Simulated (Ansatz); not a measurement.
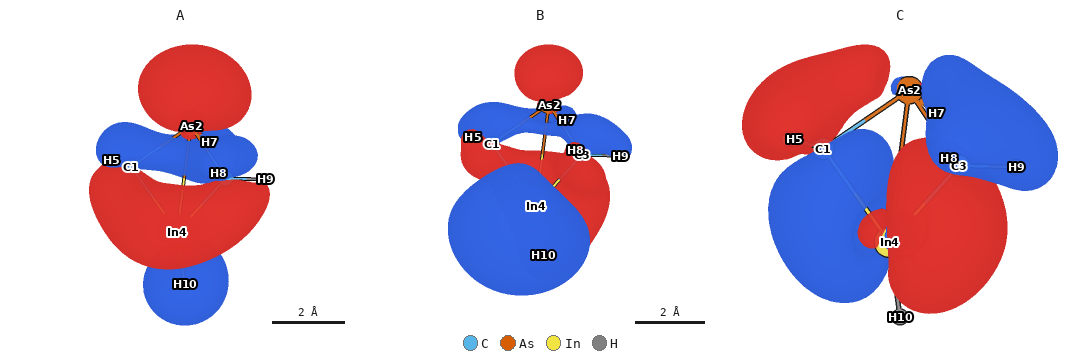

The picture shows: C₂H₆AsIn. Three frontier orbitals at ±0.06 Å⁻³ᐟ² (red and blue are the two phases), in no order.

Core potentials replace the inner electrons of In.

All numbers below come from RKS PBE-D4/def2-SVP (Ansatz).

```yaml
atoms:
  - { symbol: C, position_ang: [-0.9296, 0.4063, -0.7499] }
  - { symbol: As, position_ang: [-0.5011, 1.1506, 1.0716] }
  - { symbol: C, position_ang: [0.6253, -0.4682, 1.4791] }
  - { symbol: In, position_ang: [0.9933, -0.7078, -0.6999] }
  - { symbol: H, position_ang: [-1.8189, -0.2465, -0.6373] }
  - { symbol: H, position_ang: [-1.1355, 1.1649, -1.5308] }
  - { symbol: H, position_ang: [0.6931, 2.0114, 0.5764] }
  - { symbol: H, position_ang: [-0.0502, -1.2413, 1.8985] }
  - { symbol: H, position_ang: [1.4587, -0.2944, 2.1883] }
  - { symbol: H, position_ang: [2.3951, -0.8376, -1.7288] }
```

Question: Order the three orbitals by energy and name them.

Answer: C is the HOMO−1 (−5.80 eV). Its weight (Hirshfeld) is mainly on C1 (about 30 %), C3 (about 30 %) and In4 (about 25 %). A is the HOMO (−5.24 eV). It lies mainly on As2 (about 40 %), In4 (about 20 %), C1 (about 10 %), C3 (about 10 %) and H10 (about 10 %). B is the LUMO (−2.18 eV). Its weight (Hirshfeld) is mainly on In4 (about 70 %) and As2 (about 5 %).

Question: What is the HOMO–LUMO gap?

Answer: 3.06 eV between the orbital energies.
